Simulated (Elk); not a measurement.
Band structure of CaSiAu (P-6m2, 3 atoms in the cell).

```
CELL_PARAMETERS angstrom
      4.32759     0.00000     0.00000
     -2.16379     3.74780     0.00000
      0.00000     0.00000     3.94250
ATOMIC_POSITIONS crystal
  Ca 0.00000 0.00000 0.00000
  Si 0.66667 0.33333 0.50000
  Au 0.33333 0.66667 0.50000
```

Computed with PBEsol, all-electron FP-LAPW, Elk's shipped species files, LAPW+lo basis (Elk).

Settings: xctype = 22; rgkmax = 8; stype = 0; swidth = 0.00499791 Ha; ngridk = 6 6 6; gmaxvr = 14 1/bohr; nxoapwlo = 1; rmtscf = 0.89; maxscl = 100.

The starting cell comes from a database of computed structures (which also holds hypothetical and non-ambient phases and stackings), without a prior relaxation at this level. Spin-orbit coupling is off. Values depend on the basis (sphere radii, cutoffs, local orbitals), which need not be converged.

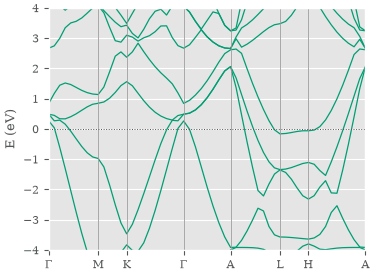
Figure. Bands along the path, energies from the Fermi level.

Levels in eV from the Fermi level, bands 19 to 26:
```tsv
point	19	20	21	22	23	24	25	26
Γ	-4.68	-4.68	0.26	0.49	0.49	0.84	2.67	4.06
M	-4.96	-4.78	-4.76	-0.98	0.85	1.14	4.07	4.15
K	-4.98	-4.73	-3.83	-3.47	1.56	2.37	3.10	3.43
A	-4.93	-4.00	-3.92	2.06	2.06	2.62	2.66	2.66
L	-4.91	-4.38	-3.57	-1.35	-1.34	-0.16	3.48	4.35
H	-5.11	-3.80	-3.64	-2.32	-1.11	-0.06	4.06	4.64
```

Bands cross the Fermi level along this path, so the cell is metallic at this level.
